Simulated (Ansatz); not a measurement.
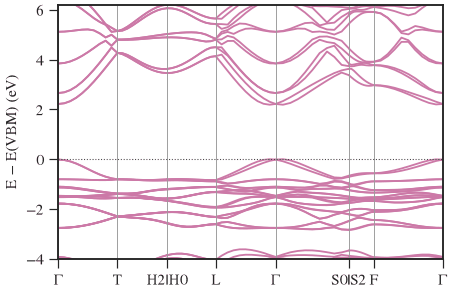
Band structure from plane-wave PAW PBEsol with spin–orbit coupling (Ansatz code)

The gap is 2.19 eV; an edge lies off the plotted path or next to a special point (maximum off the standard path, minimum off the standard path).

The material is KIO₃ in space group R3c (No. 161; K on 6a, I on 6a, O on 18b).

The first step of the workflow began from a Materials Project structure, measured or hypothetical; the Crystallography Open Database copy checked does not list it. COD files the formula under space group No. 1, 160, so this cell is another polymorph or a model. Its standing as an ambient phase is unchecked. The cell was relaxed with PBEsol under the symmetry of its start; its stability against distortions is not shown here.

Potentials: the later of the program's two PAW sets.
